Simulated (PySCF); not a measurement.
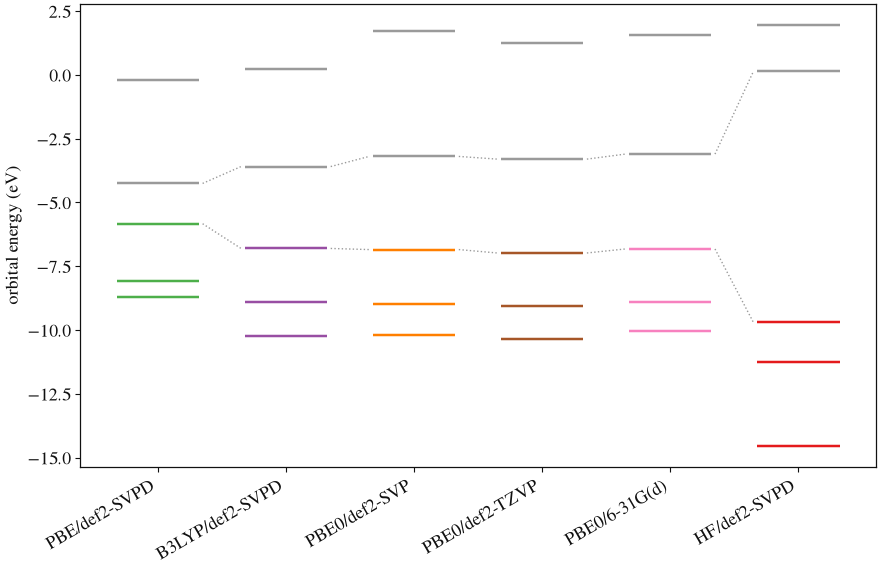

Frontier orbital energies of C₂H₂F₂Se, SMILES FC(F)C=[Se] at one geometry, PySCF, at a PBE0-D3(BJ)/def2-SVP geometry (no frequency check). Empty levels are grey, levels within 0.1 eV stand side by side; all columns show the same few orbitals around the gap. Dotted lines join the HOMOs and the LUMOs.

Question: Compare the HOMO-LUMO separations.

Answer: The separation grows from 1.58 eV (PBE/def2-SVPD) to 9.84 eV (HF/def2-SVPD).

| level | HOMO (eV) | LUMO (eV) | separation (eV) |
| --- | --- | --- | --- |
| PBE/def2-SVPD | −5.84 | −4.26 | 1.58 |
| B3LYP/def2-SVPD | −6.81 | −3.60 | 3.21 |
| PBE0/def2-SVP | −6.85 | −3.20 | 3.65 |
| PBE0/def2-TZVP | −6.98 | −3.31 | 3.68 |
| PBE0/6-31G(d) | −6.83 | −3.11 | 3.72 |
| HF/def2-SVPD | −9.71 | 0.14 | 9.84 |

Limits of at least one run: empty levels above zero depend strongly on the basis; one conformer of a flexible molecule; spin-orbit coupling is left out, and with Se it can shift these levels and split any degenerate set.
